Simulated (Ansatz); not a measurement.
```yaml
atoms:
  - { symbol: C, position_ang: [-2.9123, -0.6053, -0.6442] }
  - { symbol: N, position_ang: [-1.5647, -1.0250, -0.3477] }
  - { symbol: C, position_ang: [-1.4889, -2.4111, 0.0290] }
  - { symbol: Zr, position_ang: [-0.0825, 0.3511, -0.6390] }
  - { symbol: O, position_ang: [-0.2847, 1.2873, -2.3429] }
  - { symbol: N, position_ang: [-0.1422, 1.6043, 0.9741] }
  - { symbol: C, position_ang: [-0.9521, 1.5867, 2.1619] }
  - { symbol: C, position_ang: [0.7162, 2.7613, 0.9050] }
  - { symbol: N, position_ang: [1.6970, -0.6513, -0.5320] }
  - { symbol: C, position_ang: [2.1154, -1.3883, -1.6992] }
  - { symbol: C, position_ang: [2.6773, -0.6834, 0.5203] }
  - { symbol: H, position_ang: [-3.5740, -0.7060, 0.2296] }
  - { symbol: H, position_ang: [-2.9392, 0.4484, -0.9482] }
  - { symbol: H, position_ang: [-3.3580, -1.1897, -1.4637] }
  - { symbol: H, position_ang: [-0.4541, -2.6965, 0.2299] }
  - { symbol: H, position_ang: [-2.0772, -2.6178, 0.9363] }
  - { symbol: H, position_ang: [-1.8758, -3.0729, -0.7617] }
  - { symbol: H, position_ang: [-0.3969, 1.8760, -3.0813] }
  - { symbol: H, position_ang: [-0.3354, 1.5645, 3.0736] }
  - { symbol: H, position_ang: [-1.5944, 0.7037, 2.1722] }
  - { symbol: H, position_ang: [-1.5967, 2.4769, 2.2329] }
  - { symbol: H, position_ang: [1.3126, 2.7557, -0.0166] }
  - { symbol: H, position_ang: [1.4263, 2.7961, 1.7453] }
  - { symbol: H, position_ang: [0.1469, 3.7033, 0.9155] }
  - { symbol: H, position_ang: [1.3627, -1.3275, -2.4943] }
  - { symbol: H, position_ang: [2.2668, -2.4556, -1.4769] }
  - { symbol: H, position_ang: [3.0585, -1.0025, -2.1164] }
  - { symbol: H, position_ang: [3.6441, -0.2688, 0.1935] }
  - { symbol: H, position_ang: [2.8698, -1.7111, 0.8652] }
  - { symbol: H, position_ang: [2.3355, -0.1023, 1.3798] }
```

Geometry: PBE0-D4/def2-TZVP; core potentials replace the inner electrons of Zr.

Level of theory: RKS PBE0-D4/def2-TZVPP (Ansatz 0.2.0).

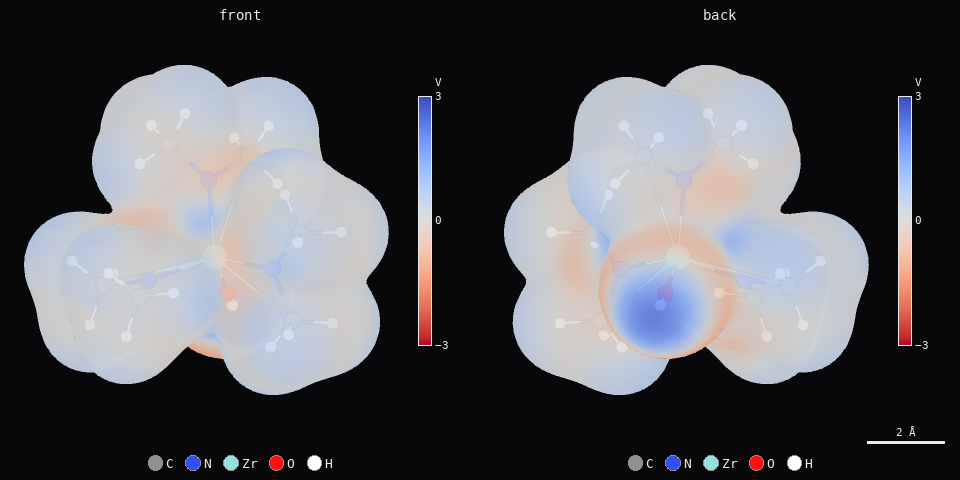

C6H19N3OZr. The molecular electrostatic potential painted on the density surface at 0.002 e/bohr³, seen from the front and from behind; red is negative and blue positive.

### Where is the surface potential most negative and most positive?

The most negative region (about −1.0 V) lies over O5, the most positive (about +2.0 V) over H18.
